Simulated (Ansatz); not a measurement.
CH3FInNO: molecular dynamics

The run: molecular dynamics of CH3FInNO, SMILES [NH2][In]([F])[CH]=O. Method and program: RKS r2SCAN, rpa/def2-SVP (Ansatz 0.2.0).

The geometry comes from this level: PBE0-D4/def2-TZVP.

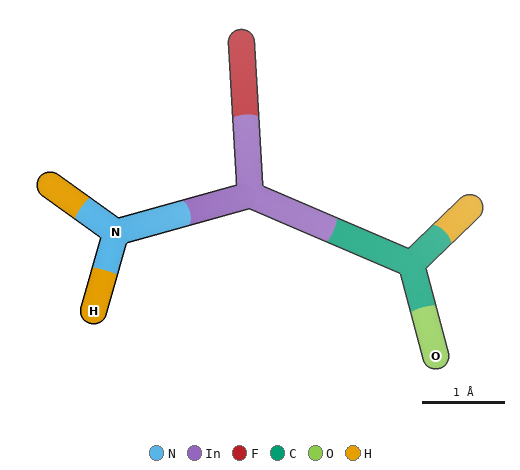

*The structure as given in the input (stick view, seen at a tilt). Sticks mark near contacts.*

Bond lengths as drawn: C–H 1.11 Å, C–In 2.21 Å, C–O 1.19 Å, F–In 1.97 Å, H–N 1.01 Å and In–N 2.00 Å.

The input:
```yaml
crystal:
  periodic: [false, false, false]
  atoms:
    - {symbol: N, position_ang: [-0.586681, 0.632133, 1.799229]}
    - {symbol: In, position_ang: [0.354473, 0.031108, 0.141511]}
    - {symbol: F, position_ang: [2.296164, 0.012249, 0.471726]}
    - {symbol: C, position_ang: [-0.093084, -0.806671, -1.858303]}
    - {symbol: O, position_ang: [-1.197900, -0.875228, -2.304218]}
    - {symbol: H, position_ang: [-1.519052, 1.011239, 1.735427]}
    - {symbol: H, position_ang: [-0.036128, 1.160929, 2.460235]}
    - {symbol: H, position_ang: [0.782209, -1.165750, -2.445597]}
basis:
  gaussian: {orbitals: def2-SVP}
hamiltonian: {xc: {name: r2SCAN}}
correlation: {method: rpa}
md: {timestep: 0.5 fs, n_steps: 30, ensemble: nvt_langevin, temperature: 500, initial_velocities: maxwell_boltzmann, friction: 0.01, seed: 430}
```

Run on 4 threads of AMD EPYC, 23 GiB of memory available, shared host.

Command:
```bash
ansatz run in.yaml --threads 4 --pin off --events-out ev --progress --plain --max-ram 10444MiB
```

Output:
```
Error: forces are implemented only for Hartree–Fock and Kohn–Sham states of molecules, for MP2, coupled cluster and FCI on these and for active spaces without a correction or with SC-NEVPT2: ask for no forces
```

Outcome:

```csv
quantity,value
outcome,refused by the program
```

The program refused the input: “forces are implemented only for Hartree–Fock and Kohn–Sham states of molecules, for MP2, coupled cluster and FCI on these and for active spaces without a correction or with SC-NEVPT2: ask for no forces”
